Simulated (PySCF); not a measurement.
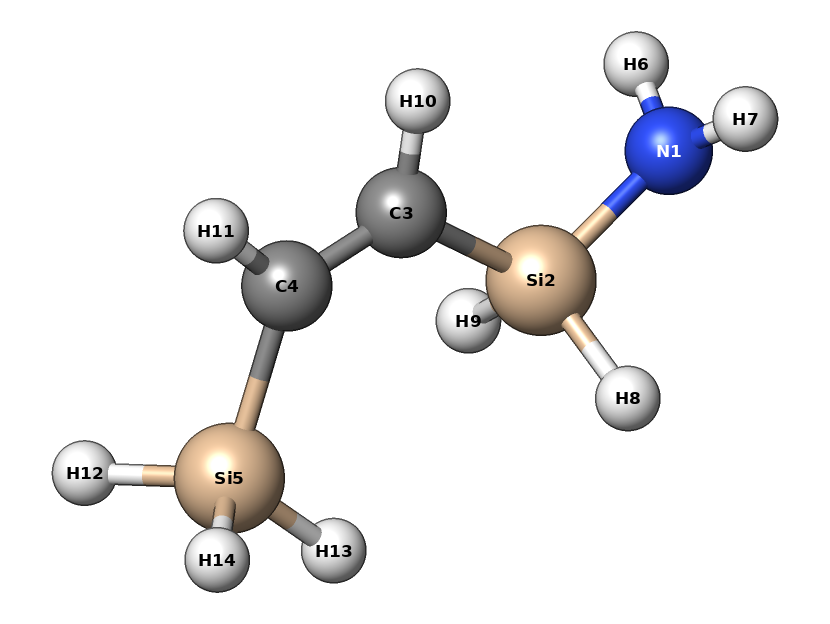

Every bond is drawn as one stick. The geometry was computed by an optimisation with GFN2-xTB. No frequency run is at hand to confirm it as a minimum. Computed with PBE0/pcSseg-1 (PySCF 2.14.0).

**Which bond has the highest Mayer bond order?**

C3–C4, 1.95, at a length of 1.332 Å.

List the Mayer bond orders of N1–Si2, N1–H6, N1–H7, Si2–C3, Si2–H8, Si2–H9, C3–C4, C3–H10, C4–Si5, C4–H11, Si5–H12, Si5–H13, Si5–H14.

| bond | Mayer order | length (Å) |
| --- | --- | --- |
| N1–Si2 | 1.04 | 1.726 |
| N1–H6 | 0.95 | 1.007 |
| N1–H7 | 0.95 | 1.007 |
| Si2–C3 | 0.84 | 1.892 |
| Si2–H8 | 0.94 | 1.465 |
| Si2–H9 | 0.94 | 1.465 |
| C3–C4 | 1.95 | 1.332 |
| C3–H10 | 0.94 | 1.090 |
| C4–Si5 | 0.91 | 1.879 |
| C4–H11 | 0.93 | 1.089 |
| Si5–H12 | 0.94 | 1.468 |
| Si5–H13 | 0.93 | 1.462 |
| Si5–H14 | 0.94 | 1.468 |

The geometry is semi-empirical. Around Si such bond lengths and angles can be off by a tenth of an ångström or more and by several degrees, and values that hang on the shape move with them.
